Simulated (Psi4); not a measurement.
# C3H4AlF (SMILES C#[C][Al]([CH3])[F]): DSD-PBEP86/cc-pVDZ (density fitting for correlation)

Aim: the vertical ionisation energy of C3H4AlF at DSD-PBEP86/cc-pVDZ (density fitting for correlation), from 2 runs. 

The calculation is run with Psi4 1.11.

9 further runs of the same task are left out: 7 that didn't finish, 2 set aside as unsound or not needed.

### Step 1. The structure to begin with

C3H4AlF: 9 atoms, total charge 0, spin state singlet. SMILES: `C#[C][Al]([CH3])[F]`. The shape is that of a PBE0-D4/def2-TZVP optimisation.

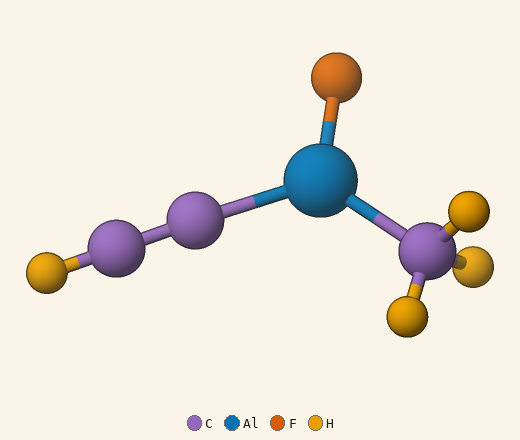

Viewed from a chosen angle; carbon purple, aluminium blue, fluorine orange, hydrogen amber.

### Step 2. A single-point energy at DSD-PBEP86/cc-pVDZ (density fitting for correlation)

Contents of job.inp:

```
memory 1600 MB

molecule system {
  0 1
  C      0.214800     2.769900     0.344200
  C      0.305500     1.631300    -0.055000
  Al     0.406600    -0.178300    -0.626600
  C     -0.438400    -1.662200     0.274100
  F      1.286200    -0.460300    -1.993400
  H      0.139200     3.776200     0.690400
  H     -1.159600    -2.156900    -0.383600
  H      0.298900    -2.419800     0.555700
  H     -0.964600    -1.346100     1.177300
  units angstrom
  symmetry c1
}

set {
  basis cc-pVDZ
  puream true
  e_convergence 1e-09
  d_convergence 1e-08
  scf_type pk
  dft_radial_points 99
  dft_spherical_points 590
  num_frozen_docc 9
}

e_tot, wfn = energy("dsd-pbep86", return_wfn=True)
```

The run is started by

```sh
psi4 job.inp job.out -n 1
```

job.out, shortened:

```text
[...]
  Running in c1 symmetry.
[...]
  Nuclear repulsion =  179.125009427369434
[...]
  Multiplicity = 1
[...]
  Nalpha       = 22
  Nbeta        = 22
[...]
    Number of basis functions: 94
[...]
   @RKS iter   1:  -457.79119434596640   -1.24201e+00   6.82998e-03 ADIIS/DIIS
[...]
   @RKS iter  12:  -457.99558348378849   -2.53522e-11   5.85244e-09 DIIS
[...]
    Orbital Energies [Eh]
    ---------------------
    Doubly Occupied:
       1A    -57.651179     2A    -25.691049     3A    -10.881115
       4A    -10.850419     5A    -10.846609     6A     -4.659801
       7A     -3.055802     8A     -3.053709     9A     -3.050855
      10A     -1.400056    11A     -0.931780    12A     -0.855535
      13A     -0.677063    14A     -0.599271    15A     -0.548530
      16A     -0.539270    17A     -0.520705    18A     -0.503301
      19A     -0.501306    20A     -0.405227    21A     -0.372413
      22A     -0.368418
[...]
  @RKS Final Energy:  -457.99558348378849
   => Energetics <=
    Nuclear Repulsion Energy =            179.1250094273694344
    One-Electron Energy =                -988.8014972203104662
    Two-Electron Energy =                 365.0186380869955656
    DFT Exchange-Correlation Energy =     -13.3377337778429563
    Empirical Dispersion Energy =           0.0000000000000000
    VV10 Nonlocal Energy =                  0.0000000000000000
    Total Energy =                       -457.9955834837884936
[...]
 Multipole Moments:
 ------------------------------------------------------------------------------------
     Multipole            Electronic (a.u.)      Nuclear  (a.u.)        Total (a.u.)
 ------------------------------------------------------------------------------------
 L = 1.  Multiply by 2.5417464519 to convert [e a0] to [Debye]
 Dipole X            :          3.4507356           -3.9289762           -0.4782407
 Dipole Y            :          1.8893495           -1.7874409            0.1019086
 Dipole Z            :         -4.6479315            5.3780094            0.7300778
 Magnitude           :                                                    0.8786997
[...]
```

It took 43 s on 1 thread of Intel Xeon Platinum 8259CL at 2.50GHz (Skylake/Cascade Lake), shared host; peak memory 1 GiB.

### Step 3. The doublet cation at the same level

Contents of run.py:

```python
import psi4

psi4.set_memory(1600000000)
psi4.set_num_threads(1)
psi4.set_output_file('c3h4alf.out', False)

m = psi4.geometry("""
1 2
C      0.214800     2.769900     0.344200
C      0.305500     1.631300    -0.055000
Al     0.406600    -0.178300    -0.626600
C     -0.438400    -1.662200     0.274100
F      1.286200    -0.460300    -1.993400
H      0.139200     3.776200     0.690400
H     -1.159600    -2.156900    -0.383600
H      0.298900    -2.419800     0.555700
H     -0.964600    -1.346100     1.177300
units angstrom
symmetry c1
no_reorient
no_com
""")

psi4.set_options({
    'reference': 'uks',
    'puream': True,
    'e_convergence': 1e-09,
    'd_convergence': 1e-08,
    'scf_type': 'pk',
    'dft_radial_points': 99,
    'dft_spherical_points': 590,
    'num_frozen_docc': 9,
    'maxiter': 100,
})

e, wfn = psi4.energy("dsd-pbep86/cc-pVDZ", molecule=m, return_wfn=True)
print(f'total energy {e:.8f} hartree = {e * 27.211386:.5f} eV')
for k, v in sorted(psi4.core.scalar_variables().items()):
    print(f'{k:45s} {v:18.10f}')
```

The run is started by

```sh
python run.py
```

c3h4alf.out, shortened:

```text
[...]
  Running in c1 symmetry.
[...]
  Nuclear repulsion =  179.125009427369434
[...]
  Multiplicity = 2
[...]
  Nalpha       = 22
  Nbeta        = 21
[...]
    Number of basis functions: 94
[...]
   @UKS iter   1:  -457.48464527793948   -9.35459e-01   5.36005e-03 ADIIS/DIIS
[...]
   @UKS iter  22:  -457.62629709947157   -5.05906e-12   4.59962e-09 DIIS
[...]
   @S^2 Observed:                7.539710465E-01
[...]
    Orbital Energies [Eh]
    ---------------------
    Alpha Occupied:
       1A    -57.854677     2A    -25.860621     3A    -11.232085
       4A    -11.199993     5A    -11.005721     6A     -4.863059
       7A     -3.258293     8A     -3.256909     9A     -3.254182
      10A     -1.566892    11A     -1.304738    12A     -1.010192
      13A     -0.981077    14A     -0.846984    15A     -0.750148
      16A     -0.741140    17A     -0.706939    18A     -0.701592
      19A     -0.696978    20A     -0.655857    21A     -0.652584
      22A     -0.573351
    Alpha Virtual:
      23A     -0.202978    24A     -0.201664    25A     -0.094696
[...]
  @UKS Final Energy:  -457.62629709947157
   => Energetics <=
    Nuclear Repulsion Energy =            179.1250094273694344
    One-Electron Energy =                -978.9984778526130640
    Two-Electron Energy =                 355.4931795846569571
    DFT Exchange-Correlation Energy =     -13.2460082588849755
    Empirical Dispersion Energy =           0.0000000000000000
    VV10 Nonlocal Energy =                  0.0000000000000000
    Total Energy =                       -457.6262970994715715
[...]
 Multipole Moments:
 ------------------------------------------------------------------------------------
     Multipole            Electronic (a.u.)      Nuclear  (a.u.)        Total (a.u.)
 ------------------------------------------------------------------------------------
 L = 1.  Multiply by 2.5417464519 to convert [e a0] to [Debye]
 Dipole X            :        -29.6689465           29.6061502           -0.0627962
 Dipole Y            :        -11.5164452           14.7905084            3.2740632
 Dipole Z            :         39.9391737          -39.0545919            0.8845818
 Magnitude           :                                                    3.3920375
[...]
```

Standard output:

```text
total energy -457.93634258 hartree = -12461.08258 eV
CURRENT ENERGY                                   -457.9363425811
CURRENT REFERENCE ENERGY                         -457.6262970995
DD SOLVATION ENERGY                                 0.0000000000
DFT FUNCTIONAL TOTAL ENERGY                      -457.6262970995
DFT TOTAL ENERGY                                 -457.9363425811
DFT VV10 ENERGY                                     0.0000000000
DFT XC ENERGY                                     -13.2460082589
DOUBLE-HYBRID CORRECTION ENERGY                    -0.3100454816
DSD-PBEP86 DOUBLE-HYBRID CORRECTION ENERGY         -0.3100454816
DSD-PBEP86 TOTAL ENERGY                          -457.9363425811
GRID ELECTRONS ALPHA                               22.0000003103
GRID ELECTRONS BETA                                21.0000003504
GRID ELECTRONS TOTAL                               43.0000006607
NUCLEAR REPULSION ENERGY                          179.1250094274
ONE-ELECTRON ENERGY                              -978.9984778526
PCM POLARIZATION ENERGY                             0.0000000000
PE ENERGY                                           0.0000000000
SCF ITERATION ENERGY                             -457.6262970995
SCF ITERATIONS                                     22.0000000000
SCF TOTAL ENERGY                                 -457.6262970995
TWO-ELECTRON ENERGY                               355.4931795847
XC GRID RADIAL POINTS                              99.0000000000
XC GRID SPHERICAL POINTS                          590.0000000000
XC GRID TOTAL POINTS                           501036.0000000000
```

It took 82 s on 1 thread of Intel Xeon Platinum 8259CL at 2.50GHz (Skylake/Cascade Lake), shared host; peak memory 1 GiB.

### Step 4. What came out

At DSD-PBEP86/cc-pVDZ (density fitting for correlation), 9 core orbitals frozen:

```
                                                                quantity          value
                                           singlet C3H4AlF: total energy  -458.33451 Eh
                      singlet C3H4AlF: HOMO energy (SCF part's orbitals)      -10.03 eV
                      singlet C3H4AlF: LUMO energy (SCF part's orbitals)        0.69 eV
                    singlet C3H4AlF: HOMO–LUMO gap (SCF part's orbitals)       10.71 eV
                                            doublet cation: total energy  -457.93634 Eh
doublet cation: HOMO energy (SCF part's orbitals) (highest over α and β)      -15.47 eV
 doublet cation: LUMO energy (SCF part's orbitals) (lowest over α and β)      -10.13 eV
                                                    doublet cation: ⟨S²⟩          0.754
                      vertical ionisation energy (to the doublet cation)      10.835 eV
```

In words: The vertical ionisation energy comes to 10.83 eV (1045 kJ/mol). −ε(HOMO) before ionisation, 10.03 eV, is 0.81 eV below this ionisation energy.
